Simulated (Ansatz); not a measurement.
Run report: SiH4OF4, geometry relaxation (part 2 of 2)

Continued. System: SiH4OF4. Method: RKS B3LYP/def2-SVP (Ansatz 0.2.0). The input holds or restrains some coordinates. It belongs to a series of runs on one base structure; here: pulled along the bonds that form and break, towards end A.

Geometry of the input (Å):
```
Si -0.5600  0.6664  -1.0536
H  0.2578  -0.9376  -0.5519
F  -0.4823  0.2805  -2.6018
F  0.4313  1.8943  -1.0161
F  -2.1117  0.8674  -0.9015
H  0.0401  -0.1291  1.5160
F  -0.5031  0.7786  0.9415
H  0.5809  -1.2718  0.3170
O  0.7195  -1.2023  1.5842
H  1.6275  -0.9465  1.7663
```

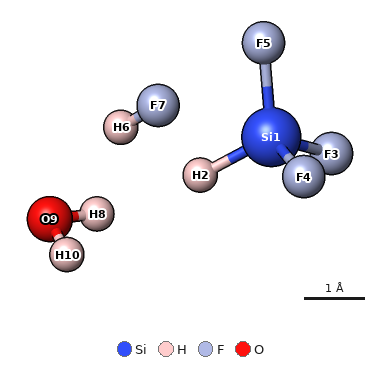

Figure 1. The geometry at step 5 of the log (ball-and-stick view, seen at a tilt; atoms are numbered from 1 in the order of the input).

```
mean field -20849.96985937 eV, -766.2222597147 hartree, gradient 1.3e-5 eV, S^2 0.000000; 1 other end points of the search recorded, 0 dependent functions left out
the calculation of the forces begins
reference -20849.97007773 eV, -766.2222677393 hartree; 31, 31 occupied and 77, 77 virtual orbitals, 1090 factors
Total energy: -20849.97007773 eV, -766.2222677393 hartree
Atom 0 at    -0.469890     0.600699    -1.363970 Å, force    -0.283911     0.362605    -0.161742 eV/Å
Atom 1 at     0.114800    -0.442299    -0.563839 Å, force     0.221088    -0.300920     0.212845 eV/Å
Atom 2 at    -0.372504     0.166585    -2.907677 Å, force     0.008037     0.034668    -0.024075 eV/Å
Atom 3 at     0.317140     1.984298    -1.203558 Å, force    -0.001725     0.012645    -0.032483 eV/Å
Atom 4 at    -2.020303     0.802759    -1.027816 Å, force    -0.017971     0.027677    -0.042595 eV/Å
Atom 5 at    -0.401461     0.218598     1.886056 Å, force     0.466488    -1.302908     0.346219 eV/Å
Atom 6 at    -0.610949     1.050844     1.575512 Å, force    -0.239553     0.994978    -0.465963 eV/Å
Atom 7 at     0.730233    -1.815108     0.638497 Å, force     0.064318    -0.101525     0.115245 eV/Å
Atom 8 at     0.957780    -1.551291     1.542290 Å, force    -0.261005     0.302782     0.054581 eV/Å
Atom 9 at     1.755154    -1.015186     1.424605 Å, force     0.044235    -0.030001    -0.002032 eV/Å
Dipole moment:     0.437737    -0.467843     0.072627 e Å
```

Trajectory as extended XYZ (Å, eV, eV/Å), 8 frames, from step=1 to step=8
```
10
Properties=species:S:1:pos:R:3:forces:R:3 step=1 energy=-20848.49404
Si   -0.5600    0.6664   -1.0536    1.3975  -1.9220   2.2446
H     0.2578   -0.9376   -0.5519   -0.9435   1.4289  -1.4704
F    -0.4823    0.2805   -2.6018    0.1503  -0.4860  -0.5326
F     0.4313    1.8943   -1.0161    0.5872   0.8675  -0.0021
F    -2.1117    0.8674   -0.9015   -1.1971   0.1812   0.1827
H     0.0401   -0.1291    1.5160    0.6571  -0.8688  -0.5525
F    -0.5031    0.7786    0.9415    0.1941  -0.6907  -0.6041
H     0.5809   -1.2718    0.3170    0.3071   0.3548   2.3873
O     0.7195   -1.2023    1.5842   -1.6921   0.9967  -1.6250
H     1.6275   -0.9465    1.7663    0.5393   0.1385  -0.0280
10
Properties=species:S:1:pos:R:3:forces:R:3 step=2 energy=-20849.24173
Si   -0.5411    0.6214   -1.1289    1.1371  -1.6955   2.7164
H     0.1809   -0.8296   -0.6947   -1.0325   1.8185  -0.4921
F    -0.4801    0.2707   -2.6399    0.0091  -0.4384  -2.7248
F     0.4318    1.8858   -1.0215   -0.0406   0.2303   0.2256
F    -2.1043    0.8601   -0.9064   -0.0863   0.1199   0.3166
H    -0.0286   -0.0253    1.5107   -0.4231   0.4432  -0.5056
F    -0.5001    0.7861    1.0855    0.4711  -0.8771   0.2256
H     0.6277   -1.3127    0.4576    0.8888   0.0016   3.6015
O     0.7745   -1.3087    1.5713   -1.7210   0.2975  -3.1028
H     1.6393   -0.9480    1.7664    0.7974   0.1000  -0.2603
10
Properties=species:S:1:pos:R:3:forces:R:3 step=3 energy=-20849.11712
Si   -0.5188    0.5609   -1.2536   -0.2756   1.5023   5.1828
H     0.1071   -0.7151   -0.8023   -0.3348   0.4854   0.4203
F    -0.4831    0.2670   -2.7187   -0.0370  -0.7385  -5.7823
F     0.4228    1.8754   -1.0199   -0.6772  -0.8312  -0.0258
F    -2.0883    0.8571   -0.9050    1.2043  -0.2267  -0.0585
H    -0.1260    0.1278    1.5262    3.9933  -7.6809   2.9906
F    -0.5073    0.8200    1.2729   -4.0308   7.4275  -2.8357
H     0.6964   -1.3824    0.6104    0.1629   0.0396  -1.7110
O     0.8471   -1.4632    1.5323    0.3776   0.4846   2.3030
H     1.6501   -0.9474    1.7579   -0.3828  -0.4621  -0.4835
10
Properties=species:S:1:pos:R:3:forces:R:3 step=4 energy=-20849.52622
Si   -0.5186    0.5540   -1.3345   -0.6958   2.1501   3.7920
H     0.0691   -0.6672   -0.8616    0.1504  -0.4578   0.8399
F    -0.4885    0.2658   -2.8240   -0.0937  -0.3506  -4.2385
F     0.4100    1.8609   -1.0281   -0.6333  -0.8754  -0.2479
F    -2.0675    0.8533   -0.9138    1.1601  -0.2772  -0.2939
H    -0.1601    0.1665    1.5866    0.9843  -2.3207   0.7966
F    -0.5645    0.9477    1.4087   -0.8839   1.8588  -0.6305
H     0.7300   -1.4327    0.6558   -0.2332   0.1413  -2.0368
O     0.9362   -1.5974    1.5506    0.7566   0.8959   2.3101
H     1.6540   -0.9510    1.7603   -0.5115  -0.7643  -0.2909
10
Properties=species:S:1:pos:R:3:forces:R:3 step=5 energy=-20849.76575
Si   -0.5220    0.5595   -1.3884   -0.3421   1.0713   0.7736
H     0.0345   -0.6462   -0.8510    0.1975  -0.5302   0.6292
F    -0.5022    0.2889   -2.9426   -0.0776   0.1066  -1.1068
F     0.3886    1.8409   -1.0466   -0.1618  -0.3145  -0.2321
F    -2.0348    0.8534   -0.9346    0.3128  -0.1568  -0.1586
H    -0.3154    0.1795    1.6005   -0.0650   0.3270   0.3276
F    -0.5687    1.0863    1.5479    0.2582  -0.7874  -0.1823
H     0.7973   -1.5151    0.6741   -0.0892  -0.1280  -1.0529
O     0.9992   -1.6493    1.5923    0.4744   1.0535   1.0742
H     1.7235   -0.9981    1.7485   -0.5072  -0.6415  -0.0719
10
Properties=species:S:1:pos:R:3:forces:R:3 step=6 energy=-20849.93280
Si   -0.5252    0.5848   -1.3951   -0.2889   0.6589   0.4317
H    -0.0253   -0.5682   -0.6946    0.1586  -0.3777   0.3273
F    -0.4888    0.2217   -2.9449   -0.0137   0.0295  -0.5186
F     0.4066    1.8654   -1.1438   -0.0561  -0.1089  -0.1444
F    -2.0382    0.9353   -1.0004    0.1272  -0.0611  -0.1340
H    -0.4109    0.1783    1.7398    0.2398  -0.4116   0.1337
F    -0.6253    1.0621    1.5493    0.0158   0.0207  -0.1693
H     0.9422   -1.6290    0.5964    0.0081  -0.1812   0.3207
O     0.9767   -1.5950    1.5700    0.4640   0.9080  -0.2132
H     1.7883   -1.0555    1.7234   -0.6548  -0.4764  -0.0341
10
Properties=species:S:1:pos:R:3:forces:R:3 step=7 energy=-20849.97064
Si   -0.4901    0.5947   -1.3740   -0.1749   0.4091  -0.3097
H     0.0682   -0.4662   -0.5719    0.1147  -0.2562   0.1392
F    -0.4219    0.1738   -2.9261    0.0175  -0.0272   0.0678
F     0.3587    1.9449   -1.2309   -0.0127   0.0119   0.0270
F    -2.0310    0.8768   -1.0498   -0.0077  -0.0103   0.0419
H    -0.4740    0.1780    1.9235    0.3172  -0.9963   0.2009
F    -0.5549    1.0210    1.5703   -0.1022   0.7531  -0.3635
H     0.8432   -1.7952    0.5964    0.1244   0.0172   0.3147
O     0.9463   -1.5326    1.5270   -0.1386   0.2088  -0.0325
H     1.7555   -0.9952    1.5357   -0.1377  -0.1100  -0.0858
10
Properties=species:S:1:pos:R:3:forces:R:3 step=8 energy=-20849.96986
Si   -0.4699    0.6007   -1.3640   -0.2839   0.3626  -0.1617
H     0.1148   -0.4423   -0.5638    0.2211  -0.3009   0.2128
F    -0.3725    0.1666   -2.9077    0.0080   0.0347  -0.0241
F     0.3171    1.9843   -1.2036   -0.0017   0.0126  -0.0325
F    -2.0203    0.8028   -1.0278   -0.0180   0.0277  -0.0426
H    -0.4015    0.2186    1.8861    0.4665  -1.3029   0.3462
F    -0.6109    1.0508    1.5755   -0.2396   0.9950  -0.4660
H     0.7302   -1.8151    0.6385    0.0643  -0.1015   0.1152
O     0.9578   -1.5513    1.5423   -0.2610   0.3028   0.0546
H     1.7552   -1.0152    1.4246    0.0442  -0.0300  -0.0020
```

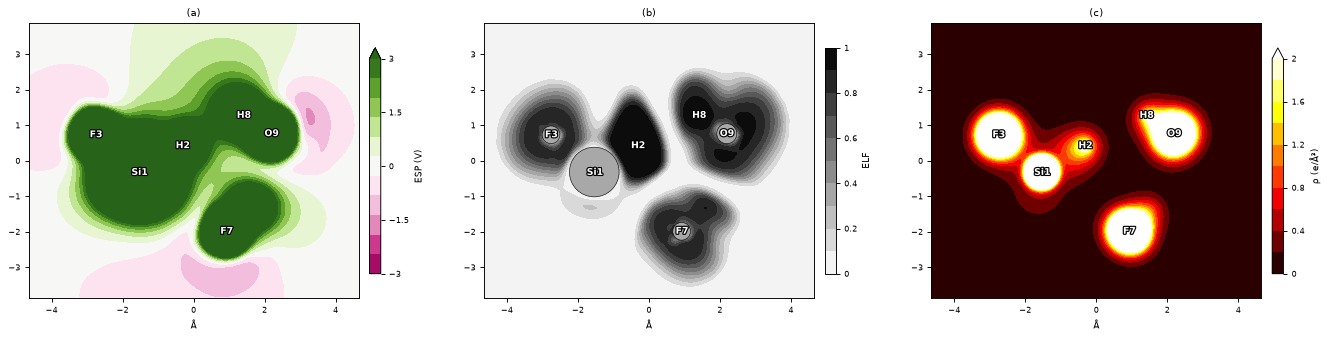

Figure 2. (a) electrostatic potential; (b) electron localisation function; (c) electron density on the plane of atoms H2, Si1 and F3. Grey discs, where drawn, cover atomic cores. O–H (0.97 Å): ρ at the midpoint is about 3.7 e/Å³, with its minimum of 2.3 e/Å³ about 0.8 Å from O; the ELF climbs to about 1 towards the hydrogen, as it does in any bond to H; a covalent bond by its length. Si–H (1.44 Å): ρ at the midpoint is about 0.86 e/Å³; the ELF climbs to about 1 towards the hydrogen.

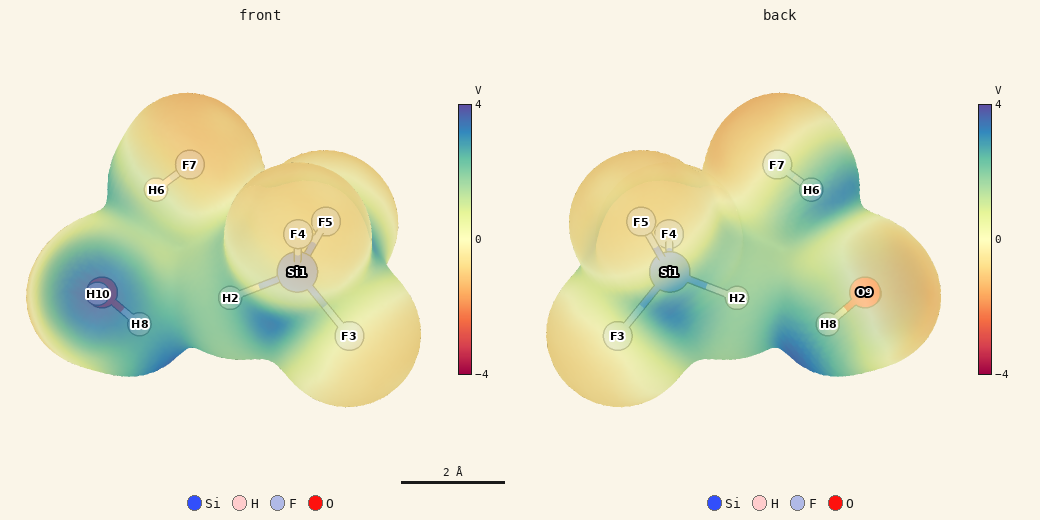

Figure 3. The molecular electrostatic potential painted on the density surface at 0.004 e/bohr³, seen face on and from behind; the colour scale runs from red (negative) to blue (positive). A positive charge is drawn to the negative regions and a negative charge to the positive ones.

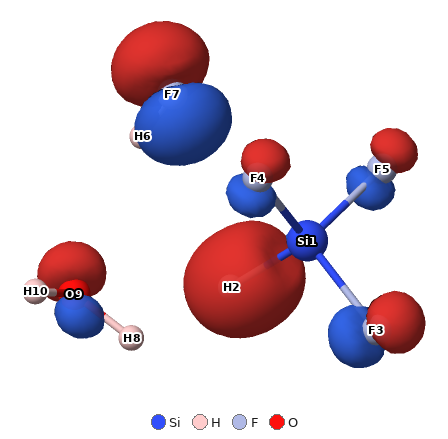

Figure 4. The HOMO−1 at ±0.2 Å⁻³ᐟ² (red and blue are the two phases), seen at a tilt. It lies mainly on F7 (45 %), H2 (15 %), Si1 (10 %) and F3 (10 %). Its energy is −10.63 eV.

Results in brief

| quantity | value |
| --- | --- |
| outcome | converged under the restraints of the input |
| total energy | −20849.9701 eV |
| mean-field energy | −20849.9701 eV |
| largest force (length of the vector) at the end, held atoms and coordinates included | 1.427 eV/Å |
| wall time | 25 s (CPU time 48 s) |
| peak memory | 0.24 GiB |
